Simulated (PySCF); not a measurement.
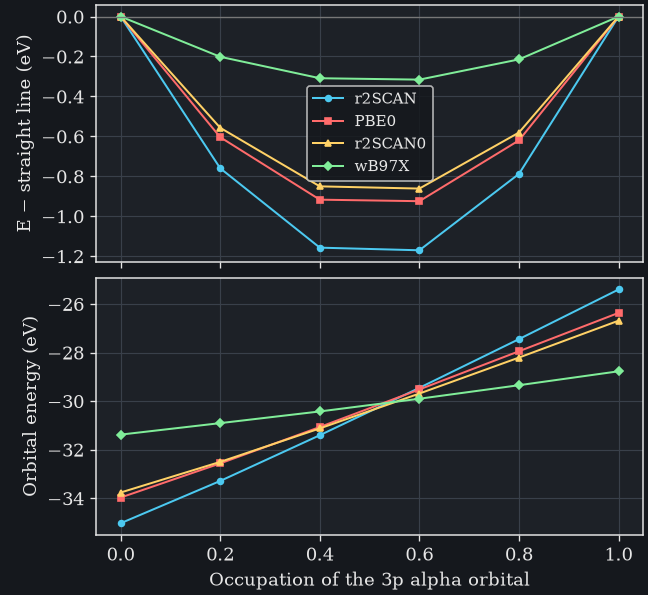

One 3p alpha orbital of P²⁺ ([Ne] 3s² 3p) is emptied in steps. The plot gives the energy less the straight line between the integer ends; the lower panel gives the orbital energy. PySCF, aug-cc-pV(T+d)Z, non-relativistic, unrestricted single determinants, no spin-orbit coupling.

Question: What do the curves say about each method?

Answer: r2SCAN: convex (delocalisation error), largest departure −1.2 eV, removal energy 30.37 eV, orbital energy from −25.4 eV when full to −35.0 eV when empty; PBE0: convex (delocalisation error), largest departure −0.92 eV, removal energy 30.26 eV, orbital energy from −26.4 eV when full to −34.0 eV when empty; r2SCAN0: convex (delocalisation error), largest departure −0.86 eV, removal energy 30.36 eV, orbital energy from −26.7 eV when full to −33.8 eV when empty; wB97X: convex (delocalisation error), largest departure −0.32 eV, removal energy 30.13 eV, orbital energy from −28.8 eV when full to −31.4 eV when empty. The measured removal energy is 30.20 eV. The exact energy is a straight line between whole electron numbers.
